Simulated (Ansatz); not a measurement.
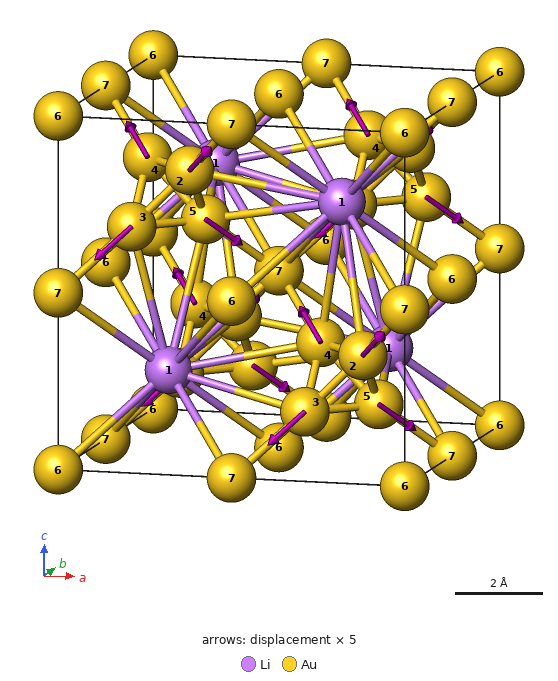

A relaxation of crystalline LiAu6 (a generated structure, set up in F-43m) (coarse preliminary run). The starting structure is drawn; purple arrows show the displacements (the part carried along by the change of the cell is left out), 5 times their true length.

A ball-and-stick model of the conventional cell (4 times the calculation's cell), seen slightly off an axis. Lengths and directions refer to the drawn axes.

All numbers below come from DFT PBE, scalar-relativistic, plane waves, PAW (Ansatz).

Input file:
```yaml
crystal:
  lattice:
    - [0.0, 4.14922367, 4.14922367]
    - [4.14922367, 0.0, 4.14922367]
    - [4.14922367, 4.14922367, 0.0]
  atoms:
    - { symbol: Li, position: [0.75, 0.75, 0.75] }
    - { symbol: Au, position: [0.3337193, 0.3337193, 0.3337193] }
    - { symbol: Au, position: [0.3337193, 0.3337193, 0.99884211] }
    - { symbol: Au, position: [0.3337193, 0.99884211, 0.3337193] }
    - { symbol: Au, position: [0.99884211, 0.3337193, 0.3337193] }
    - { symbol: Au, position: [0.0, 0.0, 0.0] }
    - { symbol: Au, position: [0.5, 0.5, 0.5] }
basis:
  ecutwfc: 420
kpoints:
  mp_grid: { grid: [4, 4, 4] }
hamiltonian:
  xc: pbe
scf:
  occupations: { method: gaussian, width: 0.1 }
  lower_state_search: "off"
output:
  forces: true
  stress: true
  eigenvalues: true
relax:
  adjacent_minimum: "off"
  f_tol: 0.04
  max_steps: 70
  cell: { stress_tol: 0.4 }
```

Run as
```bash
ansatz run input.yaml --threads 1 --pin off --max-ram 2560MiB --backend cpu --events-out ev --progress --plain --runs-dir out
```

Which element moves most?

Answer. Gold: up to 0.25 Å, against 0.00 Å for lithium.

Describe the change and its energy.

Answer. After 8 accepted moves (10 points after the start) the energy has fallen by 35.396 eV per cell of the calculation. The largest force component goes from 37 to 0.0035 eV/Å. The pressure goes from 133.88 to −0.03 GPa. At 2 points the geometry stayed and the basis and grid were re-selected for the new cell (energy shift of 0.209 eV per cell of the calculation at most each time). The largest moves relative to the cell, 0.25 Å, are those of Au2, Au3, Au4 and Au5. Au2 goes along [1 −1 1]. Li stays in place. Cell: a = b = c 8.298 → 9.652 Å (+16.3 %). Volume +57.4 %. Among the contacts that change: Au2–Au3 1.965 → 2.687 Å, Li1–Au6 3.593 → 4.180 Å, Li1–Au2 3.591 → 4.102 Å, Au2–Au7 2.390 → 2.534 Å. The space group stays F-43m (No. 216). Cost: 66 s on 1 thread of Intel(R) Xeon(R) Platinum 8488C (Sapphire Rapids) (shared host), peak memory 0.53 GiB.
